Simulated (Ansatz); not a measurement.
# How far to go with the k-point mesh at a smearing width of 0.3 eV: HfC (I4mm, 2 atoms in the cell)

```yaml
crystal:
  lattice:
    - [0.00000, 2.33160, 2.33160]
    - [2.33160, 0.00000, 2.33160]
    - [2.33160, 2.33160, 0.00000]
  atoms:
    - { symbol: Hf, position: [0.01072, 0.01072, 0.98928] }
    - { symbol: C, position: [0.50000, 0.50000, 0.50000] }
```

Level of theory: LDA (PW92), default PAW files made with PBE (plane waves; Ansatz, an electronic-structure program).

Base settings: basis.ecutwfc = 420 eV; kpoints.mp_grid.grid = 12 12 12; hamiltonian.xc = lda; hamiltonian.pseudopotentials = {kind: paw} (the program's default PAW files); scf.occupations.method = fermi_dirac; scf.occupations.width = 0.1 eV.

In this ladder: scf.occupations.width = 0.3 eV.

Only quantities that move along the ladder and can be compared are tabulated.

The count of work is k-points × plane waves × bands × iterations; it is no time. 

The starting cell has typed, rounded lattice constants, without a prior relaxation at this level. Its lattice was rescaled by up to half a per cent. One atom was moved a little off its site on purpose. In the base run, with a pressure of about -13 GPa the cell is away from its equilibrium volume at this level. Ansatz's pressure includes its estimate of the finite-basis (Pulay) stress.

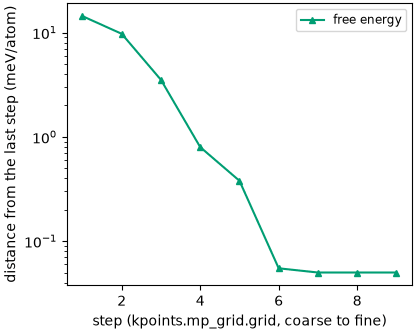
Figure: Distance from the last step along the ladder; very small values are drawn at a floor.

| kpoints.mp_grid.grid | free energy less the last step's (meV/atom) | pressure (GPa) | largest difference of a force vector from the last step's (eV/Å) | count of work / last |
|---|---|---|---|---|
| 4 4 4 | 14.36 | -13.50 | 0.000 | 0.0072 |
| 5 5 5 | 9.72 | -13.11 | 0.009 | 0.010 |
| 6 6 6 | 3.52 | -13.19 | 0.001 | 0.017 |
| 8 8 8 | 0.80 | -13.23 | 0.000 | 0.033 |
| 9 9 9 | 0.38 | -13.24 | 0.001 | 0.042 |
| 11 11 11 | 0.05 | -13.25 | 0.001 | 0.070 |
| 13 13 13 | -0.01 | -13.25 | 0.000 | 0.11 |
| 16 16 16 | -0.01 | -13.25 | 0.000 | 0.19 |
| 24 24 24 | 0.00 | -13.25 | 0.000 | 0.59 |
| 29 29 29 | 0.00 | -13.25 | 0.000 | 1.0 |

Coarsest kpoints.mp_grid.grid that holds the forces within 0.005 eV/Å of the last step, with all finer ones: 6 6 6, at 0.017 of the last step's count of work; the step before is off by 0.009 eV/Å.

Coarsest kpoints.mp_grid.grid that holds the free energy within 2 meV/atom of the last step, with all finer ones: 8 8 8, at 0.033 of the last step's count of work; the step before is off by 3.5 meV/atom.

Coarsest kpoints.mp_grid.grid that holds the pressure within 0.1 GPa of the last step, with all finer ones: 6 6 6, at 0.017 of the last step's count of work; the step before is off by 0.15 GPa.

Keys are those of Ansatz 0.2.
